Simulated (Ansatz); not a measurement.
The reference is SrO in the rock salt structure (space group Fm-3m, No. 225; a = 5.1224 Å).

Modification: the cell is scaled by 0.9950 in all directions, atoms relaxed at fixed cell.

Level of theory: DFT with PBEsol, PAW potentials and a 420 eV plane-wave cutoff in Ansatz (a first-principles code), without spin-orbit coupling.

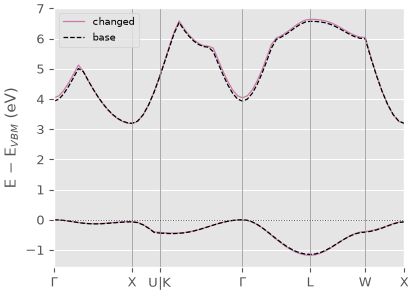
*Highest valence and lowest conduction band along the path, each from its own valence-band maximum*

### Question
Read the changed gap and its character from the plot.

### Answer
About 3.2 eV, indirect, Γ → X.

The cells carry an imposed strain or load. No phonon test of stability was made.
